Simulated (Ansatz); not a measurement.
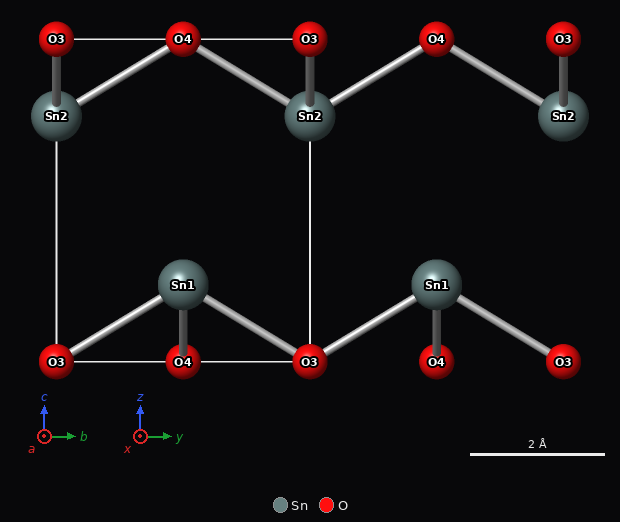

Solid SnO (P4/nmm): the ratio of the cell's length along z to its lengths across, counted as 1 for the reference, is changed at fixed volume (a c/a path), with the atoms kept at their fractional coordinates. x, y and z are the Cartesian axes of the input. The picture shows the reference cell. The picture is a ball-and-stick view of the cell of the calculation, repeated 2 × 2 × 1 with one cell outlined, seen along the a axis.

Level of theory: Ansatz, DFT PBE, scalar-relativistic, plane waves, PAW. (plane-wave cutoff 420 eV; k-point mesh 14 × 14 × 12; occupations gaussian; smearing width 0.15 eV; no spin polarisation). Energies (free energies at the smearing named) are counted from the cell as listed in its source, which wasn't relaxed.

```
CELL_PARAMETERS angstrom
3.80200 0.00000 0.00000
0.00000 3.80200 0.00000
0.00000 0.00000 4.83600
ATOMIC_POSITIONS crystal
Sn 0.00000 0.50000 0.23850
Sn 0.50000 0.00000 0.76150
O 0.00000 0.00000 0.00000
O 0.50000 0.50000 0.00000
```

### Predict the energy profile (the relative ratio: 0.80, 0.85, 0.92, 0.96, 1.00, 1.05, 1.10, 1.20, 1.30).

```csv
axial ratio over its reference value,energy change (meV/atom)
0.80,84.6
0.85,45.3
0.92,9.7
0.96,0.6
1.00,0.0
1.05,11.0
1.10,34.9
1.20,121.0
1.30,256.4
```

Of the computed points the lowest is at the relative ratio 1.00, 0.0 meV/atom. The end points stand at 84.6 meV/atom (0.80) and 256.4 meV/atom (1.30). The unrelaxed reference is under a pressure of 4.2 GPa. The distortion keeps the space group P4/nmm. At the relative ratio 1.30 the cell of the drawing goes a 3.802 → 3.484 Å, b 3.802 → 3.484 Å, c 4.836 → 5.760 Å.

Limits of the set-up: layers or molecules are held without a dispersion correction, so their spacing is unreliable.
